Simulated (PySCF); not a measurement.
**B2H8NO3Si2 (doublet): density, localisation and related maps**

The calculation's input:

```
{"job": {"kind": "epr"}, "charge": 0, "multiplicity": 2}
Si     0.599792    -0.559100    -1.183287
O      1.248989    -0.902076     0.295371
B      0.691023    -0.748490     1.542007
O      1.531069    -0.427768     2.561035
O     -0.654531    -0.952330     1.645021
N      1.422993    -1.570979    -2.259146
B     -0.712305     0.747589    -1.554081
Si    -1.466036     1.850714    -0.075600
H      1.112896    -0.345601     3.421199
H     -1.064016    -0.709918     2.478737
H      2.133974    -2.231104    -1.967119
H      1.267528    -1.544862    -3.259044
H     -1.062643     0.850496    -2.707876
H     -2.723550     1.273242     0.514526
H     -0.519492     2.015922     1.084518
H     -1.817282     3.242922    -0.514040
```

Command:

```sh
OMP_NUM_THREADS=1 python cluster_run.py task.json out
```

Geometry: PBE0-D3(BJ)/def2-SVP.

All numbers below come from UKS B3LYP, IGLO-III on B N O Si, pcH-1 on H, non-relativistic, mean-field spin-orbit, GIAO (PySCF 2.14.0, density-fitted response routines).

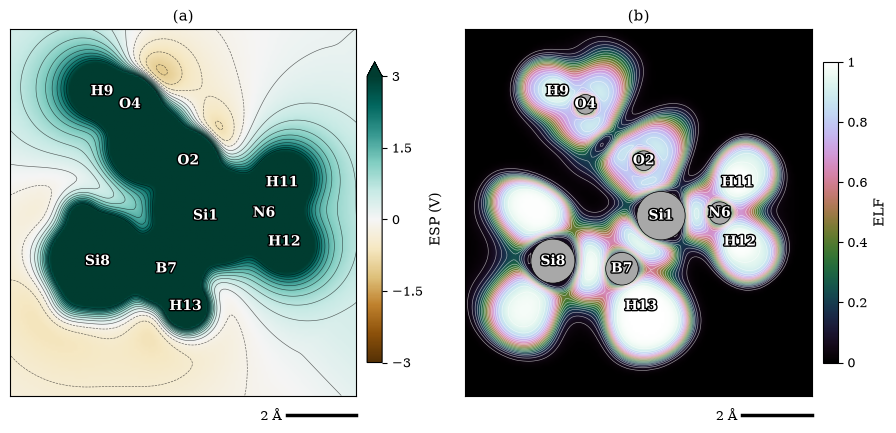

Figure 1. (a) electrostatic potential; (b) electron localisation function on the plane of atoms O2, Si1 and B7. Grey discs cover the atomic cores in the ELF map.

**Read the bonding off the picture.**

- The section cuts through Si, O, N, B and H sites.
- Si–O (1.65 Å): the ELF peaks at about 0.85 between the atoms, as expected for a shared but strongly polarised pair.
- Si–N (1.69 Å): the ELF peaks at about 0.90 between the atoms: a polar covalent bond.
- Si–B (1.89 Å): the ELF peaks at about 0.95 between the atoms (a covalent bond).
- O–H (0.96 Å): the ELF climbs to about 1 towards the hydrogen, as it does in any bond to H; an ordinary covalent bond to hydrogen.
- Si–B (1.99 Å): the ELF peaks at about 1 between the atoms: localised, covalent bonding.
- The ELF also peaks beside O2 and O4, away from the bonds: non-bonding electrons, paired or unpaired.
- Outside the dense part of the molecule the potential is most negative (−1.0 V) near O4.

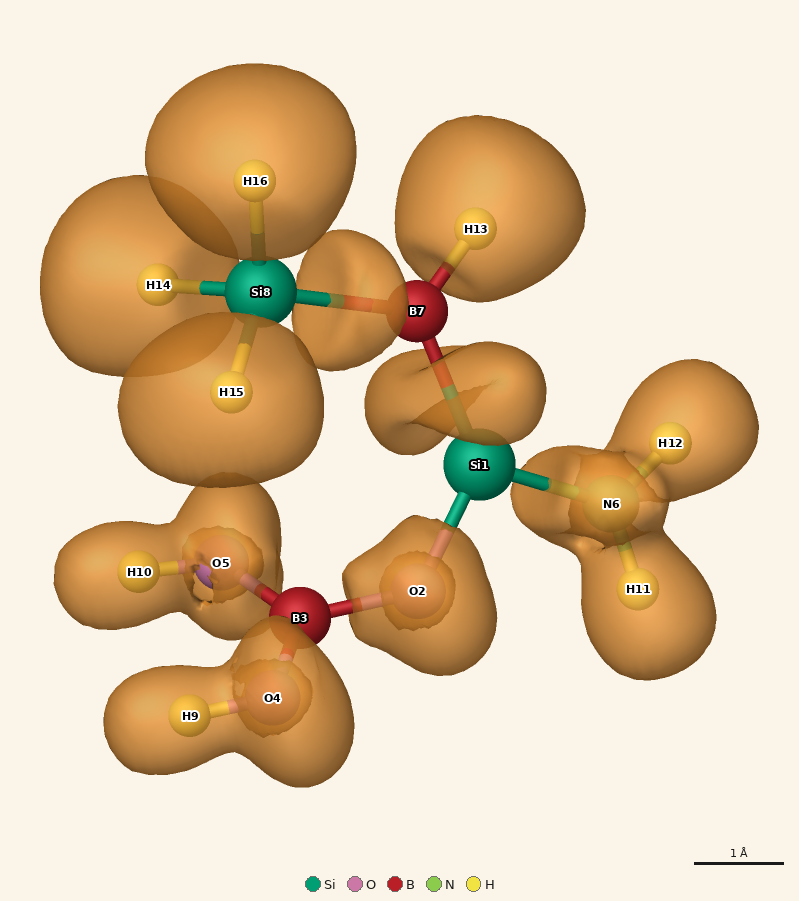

Figure 2. Isosurface of the ELF at 0.75 (orange), seen at a tilt. Core shells and regions of very low density are left out.

**Describe the localisation domains.**

The ELF exceeds this value in two regions between bonded B–Si atoms (shared pairs), four regions around hydrogen nuclei, one region on O in which the atom's valence shell and bonds are merged, one joined region spread over several atoms (H, N), in which their bonds and any lone pairs are merged and two joined regions spread over several atoms (H, O), in which their bonds and any lone pairs are merged. Along the contacts the grid gives the following. B–O (1.36 Å): the ELF peaks at about 0.90 between the atoms: a polar covalent bond.

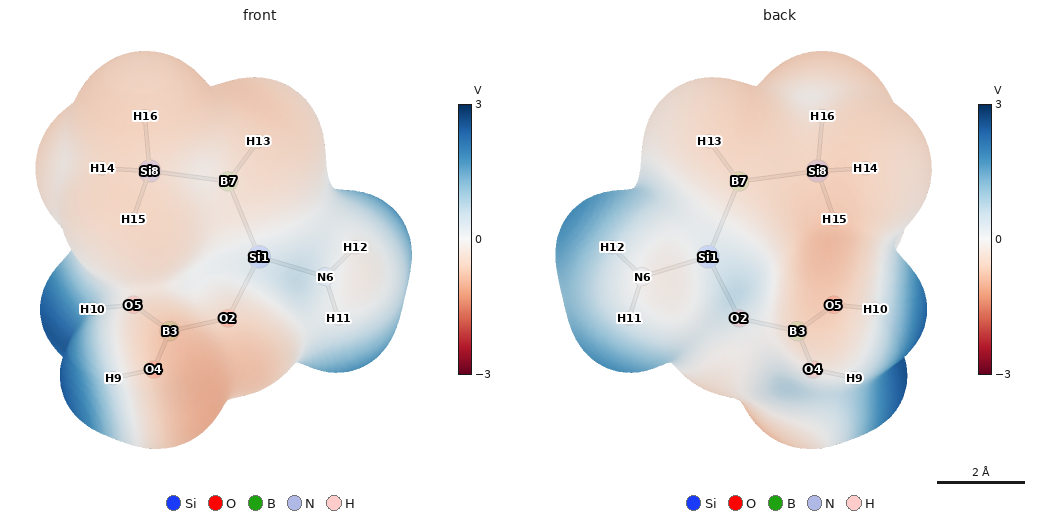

Figure 3. The electrostatic potential painted on the density surface at 0.001 e/bohr³, seen from the front and from behind; red is negative and blue positive.

**Which sites attract a positive test charge, and which a negative one?**

A positive charge is drawn to the negative regions and a negative charge to the positive ones. The most negative region (about −1.1 V) lies over O4, the most positive (about +2.5 V) over H9 and H10. O4 is the likeliest acceptor of a hydrogen bond.
